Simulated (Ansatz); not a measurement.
# Calculations on CH5BCl

### Relaxation

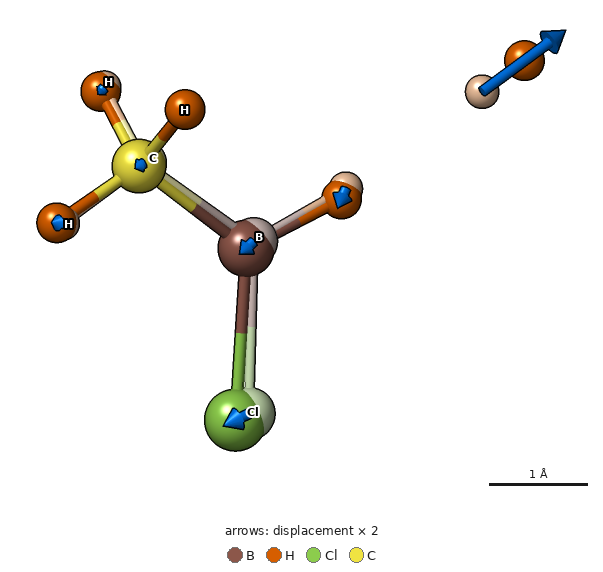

A relaxation of CH5BCl (multiplicity 2). The starting structure is drawn faded, the final one solid; blue arrows show the displacements, 2 times their true length. The two geometries are superimposed by the best rigid fit.

The picture is a ball-and-stick view, seen at a tilt.

The run prepares an end point of a later path (reaction) calculation, from a guessed geometry.

All numbers below come from Ansatz 0.2.0, UKS B3LYP-D4/def2-SVP.

Input file:
```yaml
crystal:
  periodic: [false, false, false]
  atoms:
    - { symbol: B, position_ang: [0.004768, -0.010903, -0.091801] }
    - { symbol: H, position_ang: [0.066375, -0.004554, 1.106628] }
    - { symbol: Cl, position_ang: [1.557224, 0.007189, -0.934364] }
    - { symbol: C, position_ang: [-1.351694, 0.003635, -0.856447] }
    - { symbol: H, position_ang: [-1.927446, -0.899983, -0.579601] }
    - { symbol: H, position_ang: [-1.965388, 0.854334, -0.505999] }
    - { symbol: H, position_ang: [-1.262146, 0.047802, -1.951828] }
    - { symbol: H, position_ang: [-0.015993, 0.00248, 2.967711] }
magnetization:
  spin_polarized: true
  initial_magnetization: 1
basis:
  gaussian: { orbitals: def2-SVP }
hamiltonian:
  xc: b3lyp
  dispersion: d4
relax:
  f_tol: 0.03
  max_steps: 50
```

Run as
```bash
ansatz run input.yaml --threads 2 --pin off --max-ram 3072MiB --backend cpu --events-out ev --progress --plain --runs-dir out
```

Question: Atoms of which element are displaced furthest, and by how much?

Answer: Hydrogen: up to 0.58 Å, against 0.16 Å for chlorine.

Question: What happened in the run?

Answer: After 6 accepted moves (7 points after the start) the energy has fallen by 0.024 eV. Largest force component: 0.36 eV/Å at the start, 0.02 eV/Å at the end. The line search rejected the trial step at point 1 of the run. The atom that moves furthest after the best rigid fit is H8 (0.58 Å). Largest moves by element: H 0.58 Å, Cl 0.16 Å, B 0.11 Å, C 0.06 Å. Near-neighbour distances that change, for instance: B1–H2 1.200 → 1.206 Å.

### Relaxation

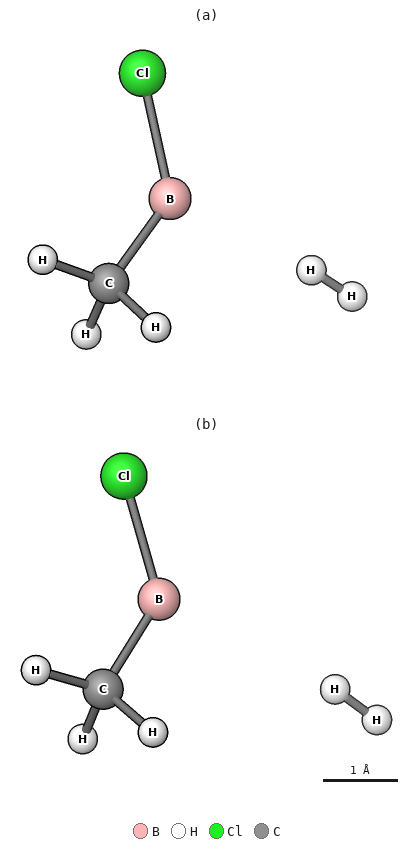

The structure of CH5BCl (multiplicity 2) before (top) and after (bottom) a relaxation, at one scale.

Style: ball-and-stick. Shown at a tilt.

The run prepares an end point of a later path (reaction) calculation, from a guessed geometry.

Method: Ansatz, UKS B3LYP-D4/def2-SVP. Settings: collinear spin; force threshold 0.03 eV/Å; at most 50 steps.

Describe what moved and what it gained.

After 4 geometry steps the energy has fallen by 1.76 kcal/mol. Largest force component: 1.8 eV/Å at the start, 0.017 eV/Å at the end. An H atom moves most after the best rigid fit: 0.43 Å. Largest moves by element: H 0.43 Å, Cl 0.30 Å, B 0.20 Å, C 0.10 Å. Among the contacts that change: H–H 0.722 → 0.763 Å.

Limits of the set-up: the start holds two separate molecules, 2.4 Å apart at their closest, whose relative position is a soft coordinate.

### Path

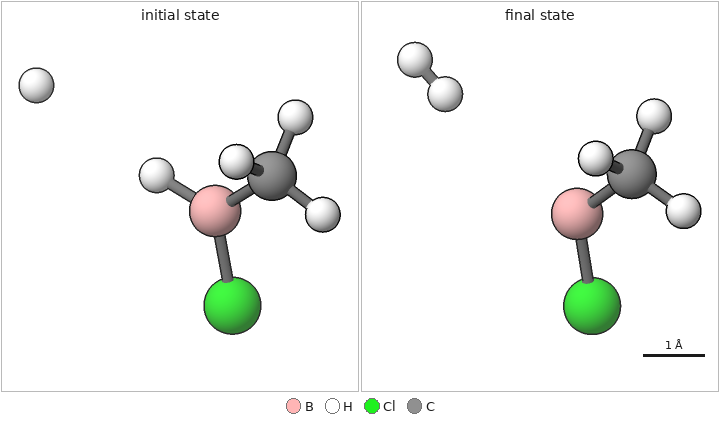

The two relaxed end points of a path for CH5BCl (multiplicity 2), made up at the start of CH4BCl and H. A ball-and-stick model, seen from a free direction.

Method: Ansatz 0.2.0, UKS B3LYP-D4/def2-SVP.

Run with 7 movable images; climbing image; force threshold 0.03 eV/Å; iteration limit 60.

Start:
```xyz
8

B     0.0250   -0.0037   -0.1996
H     0.1268   -0.0292    1.0016
Cl    1.5418    0.0233   -1.0977
C    -1.3551    0.0023   -0.9194
H    -1.9261   -0.8927   -0.6087
H    -1.9496    0.8608   -0.5549
H    -1.3088    0.0355   -2.0173
H    -0.0483    0.0037    3.5503
```

End:
```xyz
8

B     0.1626    0.0092   -0.5664
H     0.0033   -0.0057    2.4192
Cl    1.5660   -0.0024   -1.5979
C    -1.3255    0.0079   -1.0098
H    -1.8126   -0.9048   -0.6206
H    -1.8575    0.8504   -0.5336
H    -1.4757    0.0546   -2.1025
H    -0.1548   -0.0092    3.1659
```

Question: What barrier does the band find between them, and by what path?

Answer: The energy climbs by 5.10 kcal/mol to image 4 and then falls by 5.29 kcal/mol, so the end point sits at −0.19 kcal/mol. A hydrogen atom shifts from one atom to another. Breaking: B1–H2 (1.21 → 1.44 at the top → 2.99 Å). Forming: H2–H8 (2.55 → 0.99 at the top → 0.76 Å). The band converged in 19 iterations. The largest component of the band force went from 1.9 to 0.027 eV/Å. The climbing image converged on the top of the path. Its vibrational analysis gives one imaginary mode (1040i cm⁻¹), as a transition state must have.

Energies of the converged images:

| image | path (Å) | E (kcal/mol) |
| --- | --- | --- |
| 0 | 0.00 | 0.00 |
| 1 | 0.54 | 0.00 |
| 2 | 1.09 | 0.05 |
| 3 | 1.63 | 1.01 |
| 4 | 2.18 | 5.10 |
| 5 | 3.01 | 0.39 |
| 6 | 3.84 | -0.17 |
| 7 | 4.68 | -0.26 |
| 8 | 5.51 | -0.19 |

The geometry at the top of the path:

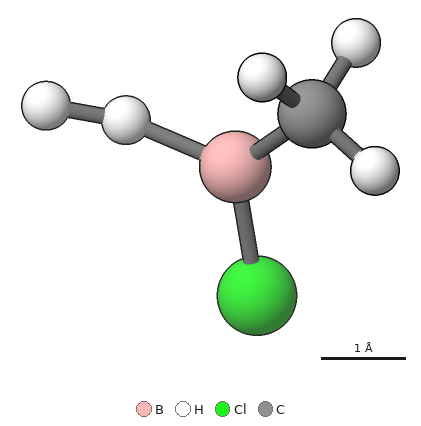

Limits of the set-up: the start holds two separate molecules, 2.6 Å apart at their closest, whose relative position is a soft coordinate.

The run took 3.8 min on 2 threads of Arm Neoverse V1 (shared host), peak memory 0.17 GiB.
